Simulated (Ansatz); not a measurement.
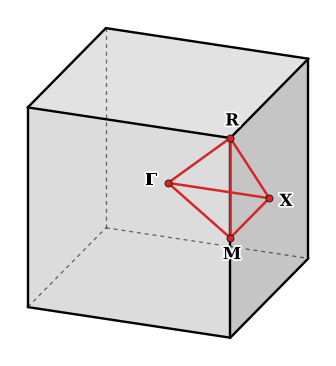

Crystal: CsTa₄, the end point of a relaxation with Ansatz, DFT PBE, scalar-relativistic, plane waves, PAW; the starting structure was generated, so it need not be a known form of this composition. The figure shows the first Brillouin zone with its special points and a band path. All values are computed from the atomic coordinates in the standard setting (tolerance 0.002 Å).

Labels and path follow the convention of Hinuma et al. (2017), as computed by seekpath.

Q: Name the Bravais lattice of the crystal.

A: A simple cubic lattice (cP; extended symbol cP2). The zone is a cube: 6 faces (6 with 4 edges), 12 edges, 8 vertices.

Q: In which order does the conventional band path visit the special points?

A: Γ–X–M–Γ–R–X | R–M
